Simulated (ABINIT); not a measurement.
# Quasiparticle gap of KI (Fm-3m) in ABINIT, part 2 of 3

Wanted: ground state, empty states, screening and self-energy for KI (Fm-3m).

ABINIT 10.8.3; PBE and many-body steps on it, plane waves. Known limits of the many-body steps: not at the basis limit; no spin-orbit coupling.

So far. Step 2 (Ground state): The gap is direct, at Γ.

### Step 3. Bands along the symmetry lines

Level of this step: DFT, PBE, plane waves, norm-conserving pseudopotentials (ABINIT).

Levels along a band path, at the cheap level, show where the edges lie and whether the meshes to come will hold them.

run.abi reads:

```
acell 3*1.0 Angstrom
rprim 
  0.000000000000 3.532775000000 3.532775000000
  3.532775000000 0.000000000000 3.532775000000
  3.532775000000 3.532775000000 -0.000000000000
ntypat 2
znucl 19 53
natom 2
typat 1 2
xred 
  0.000000000000 0.000000000000 0.000000000000
  0.500000000000 0.500000000000 0.500000000000
pp_dirpath "pseudos"
pseudos "K.upf, I.upf"
ecut 33
iscf -2
irdden 1
kptopt 0
nkpt 50
kpt 
  0.00000000 0.00000000 0.00000000
  0.06250000 0.00000000 0.06250000
  0.12500000 0.00000000 0.12500000
  0.18750000 0.00000000 0.18750000
  0.25000000 0.00000000 0.25000000
  0.31250000 0.00000000 0.31250000
  0.37500000 0.00000000 0.37500000
  0.43750000 0.00000000 0.43750000
  0.50000000 0.00000000 0.50000000
  0.51562500 0.03125000 0.51562500
  0.53125000 0.06250000 0.53125000
  0.54687500 0.09375000 0.54687500
  0.56250000 0.12500000 0.56250000
  0.57812500 0.15625000 0.57812500
  0.59375000 0.18750000 0.59375000
  0.60937500 0.21875000 0.60937500
  0.62500000 0.25000000 0.62500000
  0.37500000 0.37500000 0.75000000
  0.32812500 0.32812500 0.65625000
  0.28125000 0.28125000 0.56250000
  0.23437500 0.23437500 0.46875000
  0.18750000 0.18750000 0.37500000
  0.14062500 0.14062500 0.28125000
  0.09375000 0.09375000 0.18750000
  0.04687500 0.04687500 0.09375000
  0.00000000 0.00000000 0.00000000
  0.06250000 0.06250000 0.06250000
  0.12500000 0.12500000 0.12500000
  0.18750000 0.18750000 0.18750000
  0.25000000 0.25000000 0.25000000
  0.31250000 0.31250000 0.31250000
  0.37500000 0.37500000 0.37500000
  0.43750000 0.43750000 0.43750000
  0.50000000 0.50000000 0.50000000
  0.50000000 0.46875000 0.53125000
  0.50000000 0.43750000 0.56250000
  0.50000000 0.40625000 0.59375000
  0.50000000 0.37500000 0.62500000
  0.50000000 0.34375000 0.65625000
  0.50000000 0.31250000 0.68750000
  0.50000000 0.28125000 0.71875000
  0.50000000 0.25000000 0.75000000
  0.50000000 0.21875000 0.71875000
  0.50000000 0.18750000 0.68750000
  0.50000000 0.15625000 0.65625000
  0.50000000 0.12500000 0.62500000
  0.50000000 0.09375000 0.59375000
  0.50000000 0.06250000 0.56250000
  0.50000000 0.03125000 0.53125000
  0.50000000 0.00000000 0.50000000
istwfk *1
nband 15
nbdbuf 2
tolwfr 1e-08
nstep 40
prtwf 0
prtvol 0
indata_prefix "in"
outdata_prefix "out"
tmpdata_prefix "tmp"
```

On the command line:

```bash
$ OMP_NUM_THREADS=1 mpirun -n 4 abinit run.abi > log
```

Numbers of over 12 decimals in the logs are rounded to 6 here.

Output:

```text
.Version 10.8.3 of ABINIT. v10.8.2 released Aug 2026.

 Symmetries : space group Fm -3 m (#225); Bravais cF (face-center cubic)
[... echo of the input left out ...]
== DATASET  1 ==================================================================
-   mpi_nproc: 4, omp_nthreads: 1 (-1 if OMP is not activated)

--- !DatasetInfo
iteration_state: {dtset: 1, }
dimensions: {natom: 2, nkpt: 50, mband: 15, nsppol: 1, nspinor: 1, nspden: 1, mpw: 5434, }
cutoff_energies: {ecut:  33.0, pawecutdg:  -1.0, }
electrons: {nelect:   1.60000000E+01, charge:   0.00000000E+00, occopt:   1.00000000E+00, tsmear:   1.00000000E-02, }

 Real(R)+Recip(G) space primitive vectors, cartesian coordinates (Bohr,Bohr^-1):
 R(1)=  0.0000000  6.6759772  6.6759772  G(1)= -0.0748954  0.0748954  0.0748954
 R(2)=  6.6759772  0.0000000  6.6759772  G(2)=  0.0748954 -0.0748954  0.0748954
 R(3)=  6.6759772  6.6759772  0.0000000  G(3)=  0.0748954  0.0748954 -0.0748954
 Unit cell volume ucvol=  5.9507887E+02 bohr^3
 Angles (23,13,12)=  6.00000000E+01  6.00000000E+01  6.00000000E+01 degrees

 getcut: wavevector=  0.0000  0.0000  0.0000  ngfft=  50  50  50
         ecut(hartree)=     33.000   => boxcut(ratio)=   2.04876

--- Pseudopotential description ------------------------------------------------
- K Generated using ONCVPSP code by D. R. Hamann
- 19.00000   9.00000  171031                  znucl, zion, pspdat
12 -101130 2 -1 2222                          pspcod,pspxc,lmax,lloc,mmax
     nproj     2     2     2
  pspatm : epsatm=    8.42413758
         --- l  ekb(1:nproj) -->
             0   10.871123    0.806704
             1    4.379001    0.553647
             2   -3.405842   -1.029115
 pspatm: atomic psp has been read  and splines computed

- I Generated using ONCVPSP code by D. R. Hamann
- 53.00000   7.00000  171031                  znucl, zion, pspdat
12 -101130 2 -1 1196                          pspcod,pspxc,lmax,lloc,mmax
     nproj     2     2     2
  pspatm : epsatm=   19.17056757
         --- l  ekb(1:nproj) -->
[...]
pspatm: atomic psp has been read  and splines computed

--------------------------------------------------------------------------------

================================================================================
 prteigrs : about to open file out_EIG
 Non-SCF case, kpt    1 (  0.00000  0.00000  0.00000), residuals and eigenvalues=
  5.37E-09  2.67E-09  4.64E-09  9.40E-09  4.74E-09  2.52E-09  6.27E-09  7.47E-09
  8.38E-09  9.04E-09  8.83E-09  4.72E-09  9.54E-09  7.63E-09  6.78E-09
 -1.0430E+00 -4.3616E-01 -4.3616E-01 -4.3616E-01 -3.8166E-01  4.3563E-03
  4.3563E-03  4.3563E-03  1.4997E-01  2.4342E-01  2.4342E-01  2.4342E-01
[...]
Non-SCF case, kpt    2 (  0.06250  0.00000  0.06250), residuals and eigenvalues=
  5.86E-09  5.62E-09  3.55E-09  7.76E-09  2.58E-09  5.97E-09  4.57E-09  7.00E-09
[...]
4.90E-09  4.19E-09  4.83E-09  7.10E-09  5.33E-09  9.61E-09  6.21E-09  4.97E-09
  8.77E-09  9.27E-09  2.45E-09  5.00E-09  8.16E-09  8.00E-09  2.97E-07
[...]
Non-SCF case, kpt   49 (  0.50000  0.03125  0.53125), residuals and eigenvalues=
[...]
Non-SCF case, kpt   50 (  0.50000  0.00000  0.50000), residuals and eigenvalues=
[...]
-1.0429E+00 -4.3783E-01 -4.3684E-01 -4.3684E-01 -3.7641E-01 -3.2245E-02
 -9.0923E-03 -9.0923E-03  1.8588E-01  2.1643E-01  3.0214E-01  3.2412E-01
[...]
--- !ResultsGS
iteration_state: {dtset: 1, }
comment   : Summary of ground state results
lattice_vectors:
- [  0.0000000,   6.6759772,   6.6759772, ]
- [  6.6759772,   0.0000000,   6.6759772, ]
- [  6.6759772,   6.6759772,  -0.0000000, ]
lattice_lengths: [   9.44126,    9.44126,    9.44126, ]
lattice_angles: [ 60.000,  60.000,  60.000, ] # degrees, (23, 13, 12)
lattice_volume:   5.9507887E+02
convergence: {deltae:  0.000E+00, res2:  0.000E+00, residm:  9.989E-09, diffor:  0.000E+00, }
etotal    :  -4.31025253E+01
entropy   :   0.00000000E+00
fermie    :   4.35632526E-03
cartesian_stress_tensor: null
pressure_GPa: null
xred      :
- [  0.0000E+00,   0.0000E+00,   0.0000E+00,  K]
- [  5.0000E-01,   5.0000E-01,   5.0000E-01,  I]
cartesian_forces: null
force_length_stats: {min: null, max: null, mean: null, }

 Integrated electronic density in atomic spheres:
 ------------------------------------------------
 Atom  Sphere_radius  Integrated_density
[...]
================================================================================

 ----iterations are completed or convergence reached----

 Mean square residual over all n,k,spin=   64.626E-10; max=  99.885E-10
 reduced coordinates (array xred) for    2 atoms
       0.000000000000      0.000000000000      0.000000000000
       0.500000000000      0.500000000000      0.500000000000

 cartesian coordinates (angstrom) at end:
    1      0.000000     0.000000     0.000000
    2      3.532775     3.532775     3.532775
 length scales=  1.889726125908  1.889726125908  1.889726125908 bohr
              =  1.000000000000  1.000000000000  1.000000000000 angstroms
 prteigrs : about to open file out_EIG
 Eigenvalues (hartree) for nkpt=  50  k points:
 kpt#   1, nband= 15, wtk=  1.00000, kpt=  0.0000  0.0000  0.0000 (reduced coord)
[...]
kpt#   2, nband= 15, wtk=  1.00000, kpt=  0.0625  0.0000  0.0625 (reduced coord)
[...]
kpt#   3, nband= 15, wtk=  1.00000, kpt=  0.1250  0.0000  0.1250 (reduced coord)
[...]
kpt#  49, nband= 15, wtk=  1.00000, kpt=  0.5000  0.0313  0.5313 (reduced coord)
  -1.04290   -0.43782   -0.43688   -0.43685   -0.37633   -0.03208   -0.00944   -0.00939
   0.18689    0.21750    0.30266    0.32353    0.32502    0.35623    0.35769
 kpt#  50, nband= 15, wtk=  1.00000, kpt=  0.5000  0.0000  0.5000 (reduced coord)
  -1.04290   -0.43783   -0.43684   -0.43684   -0.37641   -0.03225   -0.00909   -0.00909
   0.18588    0.21643    0.30214    0.32412    0.32811    0.35619    0.35619

== END DATASET(S) ==============================================================
================================================================================

 -outvars: echo values of variables after computation  --------
            nband          15
             nkpt          50
          spgroup         225
 [... the other variables as echoed above ...]

 Calculation completed.
```

It took 26 s on 4 MPI ranks of Arm Neoverse V1, shared host; peak memory 0.33 GiB; 1.7 min of CPU time.

Numbers from this step:

| Quantity | Value |
| --- | --- |
| gap | 3.962 eV |
| k of the valence top | 0, 0, 0 |
| k of the conduction bottom | 0, 0, 0 |
| least direct gap | 3.962 eV |

The gap is 3.962 eV, as in the run before at this level.

Electronic bands along the path, in eV, zero at the top of the highest filled band; v1 is the highest filled band, c1 the lowest empty one:

```csv
point,v4,v3,v2,v1,c1,c2,c3,c4
Γ,-10.50,0.00,0.00,0.00,3.96,6.51,6.51,6.51
X,-10.36,-1.00,-0.37,-0.37,4.94,5.77,8.10,8.70
U,-10.31,-0.85,-0.75,-0.38,5.62,6.64,7.63,8.28
jump to K,-10.31,-0.85,-0.75,-0.38,5.62,6.64,7.63,8.28
Γ,-10.50,0.00,0.00,0.00,3.96,6.51,6.51,6.51
L,-10.23,-1.32,-0.34,-0.34,5.52,7.72,8.16,8.16
W,-10.30,-0.73,-0.73,-0.60,6.47,6.47,6.64,8.19
X,-10.36,-1.00,-0.37,-0.37,4.94,5.77,8.10,8.70
```

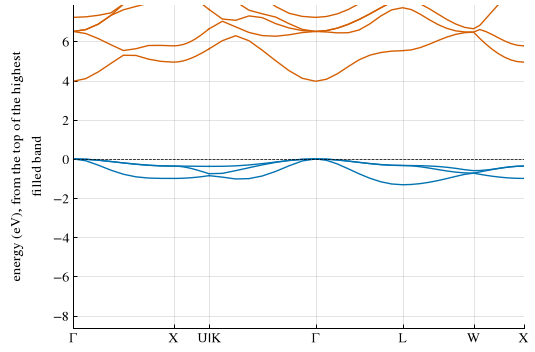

Electronic bands along the path; lines of filled and empty bands in two colours.

### Step 4. Empty states on the mesh, 4×4×4 mesh, 362 bands

The sums over transitions need many empty states on a uniform mesh; this step solves for them.

run.abi reads:

```
acell 3*1.0 Angstrom
rprim 
  0.000000000000 3.532775000000 3.532775000000
  3.532775000000 0.000000000000 3.532775000000
  3.532775000000 3.532775000000 -0.000000000000
ntypat 2
znucl 19 53
natom 2
typat 1 2
xred 
  0.000000000000 0.000000000000 0.000000000000
  0.500000000000 0.500000000000 0.500000000000
pp_dirpath "pseudos"
pseudos "K.upf, I.upf"
ecut 33
ngkpt 4 4 4
nshiftk 1
shiftk 0 0 0
kptopt 1
chksymbreak 0
iscf -2
irdden 1
istwfk *1
nband 362
nbdbuf 32
tolwfr 1e-09
nstep 60
prtvol 0
indata_prefix "in"
outdata_prefix "out"
tmpdata_prefix "tmp"
```

Output:

```text
.Version 10.8.3 of ABINIT. v10.8.2 released Aug 2026.

 Symmetries : space group Fm -3 m (#225); Bravais cF (face-center cubic)
[... echo of the input left out ...]
== DATASET  1 ==================================================================
-   mpi_nproc: 4, omp_nthreads: 1 (-1 if OMP is not activated)

--- !DatasetInfo
iteration_state: {dtset: 1, }
dimensions: {natom: 2, nkpt: 8, mband: 362, nsppol: 1, nspinor: 1, nspden: 1, mpw: 5434, }
cutoff_energies: {ecut:  33.0, pawecutdg:  -1.0, }
electrons: {nelect:   1.60000000E+01, charge:   0.00000000E+00, occopt:   1.00000000E+00, tsmear:   1.00000000E-02, }

 Real(R)+Recip(G) space primitive vectors, cartesian coordinates (Bohr,Bohr^-1):
 R(1)=  0.0000000  6.6759772  6.6759772  G(1)= -0.0748954  0.0748954  0.0748954
 R(2)=  6.6759772  0.0000000  6.6759772  G(2)=  0.0748954 -0.0748954  0.0748954
 R(3)=  6.6759772  6.6759772  0.0000000  G(3)=  0.0748954  0.0748954 -0.0748954
 Unit cell volume ucvol=  5.9507887E+02 bohr^3
 Angles (23,13,12)=  6.00000000E+01  6.00000000E+01  6.00000000E+01 degrees

 getcut: wavevector=  0.0000  0.0000  0.0000  ngfft=  50  50  50
         ecut(hartree)=     33.000   => boxcut(ratio)=   2.04876

--- Pseudopotential description ------------------------------------------------
- K Generated using ONCVPSP code by D. R. Hamann
- 19.00000   9.00000  171031                  znucl, zion, pspdat
12 -101130 2 -1 2222                          pspcod,pspxc,lmax,lloc,mmax
     nproj     2     2     2
  pspatm : epsatm=    8.42413758
         --- l  ekb(1:nproj) -->
             0   10.871123    0.806704
             1    4.379001    0.553647
             2   -3.405842   -1.029115
 pspatm: atomic psp has been read  and splines computed

- I Generated using ONCVPSP code by D. R. Hamann
- 53.00000   7.00000  171031                  znucl, zion, pspdat
12 -101130 2 -1 1196                          pspcod,pspxc,lmax,lloc,mmax
     nproj     2     2     2
  pspatm : epsatm=   19.17056757
         --- l  ekb(1:nproj) -->
[...]
pspatm: atomic psp has been read  and splines computed

--------------------------------------------------------------------------------

================================================================================
 prteigrs : about to open file out_EIG
 Non-SCF case, kpt    1 (  0.00000  0.00000  0.00000), residuals and eigenvalues=
  5.34E-10  2.02E-10  2.31E-10  8.60E-10  4.42E-10  5.82E-11  5.27E-11  5.14E-10
  2.96E-10  7.37E-11  1.07E-10  1.71E-10  1.29E-10  4.78E-10  2.02E-10  4.77E-11
  6.21E-11  9.71E-11  5.34E-11  3.65E-10  8.58E-10  3.70E-11  4.43E-11  1.64E-10
[...]
4.01E-03  7.28E-03
 -1.0430E+00 -4.3616E-01 -4.3616E-01 -4.3616E-01 -3.8166E-01  4.3563E-03
  4.3563E-03  4.3563E-03  1.4997E-01  2.4342E-01  2.4342E-01  2.4342E-01
  2.6985E-01  2.6985E-01  3.6592E-01  4.7509E-01  4.7509E-01  4.7509E-01
[...]
5.1563E+00  5.1564E+00  5.1621E+00  5.1622E+00  5.1622E+00  5.2202E+00
  5.2295E+00  5.2301E+00  5.2302E+00  5.3197E+00  5.3240E+00  5.3260E+00
  5.3376E+00  5.3418E+00
 prteigrs : prtvol=0 or 1, do not print more k-points.

--- !ResultsGS
iteration_state: {dtset: 1, }
comment   : Summary of ground state results
lattice_vectors:
- [  0.0000000,   6.6759772,   6.6759772, ]
- [  6.6759772,   0.0000000,   6.6759772, ]
- [  6.6759772,   6.6759772,  -0.0000000, ]
lattice_lengths: [   9.44126,    9.44126,    9.44126, ]
lattice_angles: [ 60.000,  60.000,  60.000, ] # degrees, (23, 13, 12)
lattice_volume:   5.9507887E+02
convergence: {deltae:  0.000E+00, res2:  0.000E+00, residm:  9.991E-10, diffor:  0.000E+00, }
etotal    :  -4.31025253E+01
entropy   :   0.00000000E+00
fermie    :   4.35632526E-03
cartesian_stress_tensor: null
pressure_GPa: null
xred      :
- [  0.0000E+00,   0.0000E+00,   0.0000E+00,  K]
- [  5.0000E-01,   5.0000E-01,   5.0000E-01,  I]
cartesian_forces: null
force_length_stats: {min: null, max: null, mean: null, }

 Integrated electronic density in atomic spheres:
 ------------------------------------------------
 Atom  Sphere_radius  Integrated_density
[...]
================================================================================

 ----iterations are completed or convergence reached----

 Mean square residual over all n,k,spin=   35.729E-11; max=  99.914E-11
 reduced coordinates (array xred) for    2 atoms
       0.000000000000      0.000000000000      0.000000000000
       0.500000000000      0.500000000000      0.500000000000

 cartesian coordinates (angstrom) at end:
    1      0.000000     0.000000     0.000000
    2      3.532775     3.532775     3.532775
 length scales=  1.889726125908  1.889726125908  1.889726125908 bohr
              =  1.000000000000  1.000000000000  1.000000000000 angstroms
 prteigrs : about to open file out_EIG
 Eigenvalues (hartree) for nkpt=   8  k points:
 kpt#   1, nband=362, wtk=  0.01563, kpt=  0.0000  0.0000  0.0000 (reduced coord)
[...]
5.10554    5.10555    5.10555    5.12103    5.15635    5.15638    5.16215    5.16217
   5.16224    5.22015    5.22954    5.23012    5.23023    5.31967    5.32405    5.32603
   5.33765    5.34178
 prteigrs : prtvol=0 or 1, do not print more k-points.

== END DATASET(S) ==============================================================
================================================================================

 -outvars: echo values of variables after computation  --------
            nband         362
             nkpt           8
          spgroup         225
 [... the other variables as echoed above ...]

 Calculation completed.
```

Elapsed: 4 min, on 4 MPI ranks; peak memory 0.63 GiB.

Numbers from this step:

```
gap                                                           : 3.962 eV
k of the valence top                                          : 0, 0, 0
k of the conduction bottom                                    : 0, 0, 0
least direct gap                                              : 3.962 eV
k points computed                                             : 8
lowest point of the top converged band, above the valence top : 128.6772 eV
```

On this mesh the gap is 3.962 eV.

### Step 5. Screening, 4×4×4 mesh, 330 bands, screening to 195.9 eV

The RPA dielectric matrix is built and inverted for each q.

This step: RPA screening on PBE, plane waves, norm-conserving pseudopotentials.

run.abi, as its differences from that of step 4:

```diff
@@ -20,10 +20,11 @@
 chksymbreak 0
-iscf -2
-irdden 1
 istwfk *1
-nband 362
-nbdbuf 32
-tolwfr 1e-09
-nstep 60
-prtvol 0
+occopt 1
+irdwfk 1
+optdriver 3
+nband 330
+ecuteps 7.2
+inclvkb 2
+awtr 1
+symchi 1
 indata_prefix "in"
```

Output:

```text
.Version 10.8.3 of ABINIT. v10.8.2 released Aug 2026.

 Symmetries : space group Fm -3 m (#225); Bravais cF (face-center cubic)
[... echo of the input left out ...]
== DATASET  1 ==================================================================
-   mpi_nproc: 4, omp_nthreads: 1 (-1 if OMP is not activated)

--- !DatasetInfo
iteration_state: {dtset: 1, }
dimensions: {natom: 2, nkpt: 8, mband: 330, nsppol: 1, nspinor: 1, nspden: 1, mpw: 5434, }
cutoff_energies: {ecut:  33.0, pawecutdg:  -1.0, }
electrons: {nelect:   1.60000000E+01, charge:   0.00000000E+00, occopt:   1.00000000E+00, tsmear:   1.00000000E-02, }

 SCREENING: Calculation of the susceptibility and dielectric matrices

 Based on a program developped by R.W. Godby, V. Olevano, G. Onida, and L. Reining.
 Incorporated in ABINIT by V. Olevano, G.-M. Rignanese, and M. Torrent.
.Using double precision arithmetic ; gwpc =  8

[... cell and pseudopotentials left out ...]
--------------------------------------------------------------------------------

 ==== K-mesh for the wavefunctions ====
 Number of points in the irreducible wedge :     8
[... list of points left out ...]
 Together with 48 symmetry operations and time-reversal symmetry
 yields    64 points in the full Brillouin Zone.

 ==== Q-mesh for the screening function ====
 Number of points in the irreducible wedge :     8
[... list of points left out ...]
 Together with 48 symmetry operations and time-reversal symmetry
 yields    64 points in the full Brillouin Zone.

 setmesh: FFT mesh size selected  =    36x   36x   36
          total number of points  =        46656

 vcoul_init : cutoff-mode = AUXILIARY_FUNCTION
 q-points for optical limit:   1
     1)      0.000010    0.000020    0.000030

- screening: taking advantage of time-reversal symmetry
- Maximum band index for partially occupied states nbvw = 8
- Remaining bands to be divided among processors   nbcw = 322
- Number of bands treated by each node ~80

 Number of electrons calculated from density =   16.0000; Expected =   16.0000
 average of density, n =  0.026887
 r_s =    2.0707
 omega_plasma =   15.8172 [eV]

 calculating chi0 at frequencies [eV] :
  1    0.000000E+00    0.000000E+00
  2    0.000000E+00    1.581715E+01

--------------------------------------------------------------------------------
  q-point number  1        q = ( 0.000000, 0.000000, 0.000000) [r.l.u.]
--------------------------------------------------------------------------------
[... chi0 elements left out ...]
 For q-point:  0.000010 0.000020 0.000030
  dielectric constant =   2.6562
  dielectric constant without local fields =   3.2761

  Average fulfillment of the sum rule on Im[epsilon] for q-point    1 :     91.30  [%]
[... wings left out ...]
  q-point number  2        q = ( 0.250000, 0.000000, 0.000000) [r.l.u.]
--------------------------------------------------------------------------------
[... chi0 elements left out ...]
  Average fulfillment of the sum rule on Im[epsilon] for q-point    2 :     95.18  [%]

 [... 6 further q-points ...]
```

Wall time 2.9 min (4 MPI ranks); peak memory 2.8 GiB.

Numbers from this step:

- ε∞ with local fields, on this mesh, along the program's q direction: 2.656
- the same without local fields: 3.276
- plasma frequency: 15.82 eV
- plane waves in the screening matrix: 537

Local fields lower ε∞ by 19 %.

[end of part 2 of 3]

[Paths, hosts, dates, memory and timing lines, banners, echoed tables and standing remarks are left out of the program output.]

[Logs are printed without paths, hosts, clocks, repeated set-up lines and the standing remarks that a program may print on its own settings, such as how far it seeks lower states.]

[Runs of the session that timed out or met a known fault of the program may be left out.]

[Hosts, paths, dates, database ids (printed as entryN), source tags and the programs' standing remarks are cut or masked in the printed files.]

[G0W0 gaps are taken among the corrected bands and points alone; a level outside them can change the order at an edge.]

[Where Ansatz stands beside ABINIT at settings called matched, ABINIT's density can come from a denser mesh and the files from another edition; pairs whose starting gaps differed by over 0.03 eV were left out, so agreement reads better than it is.]
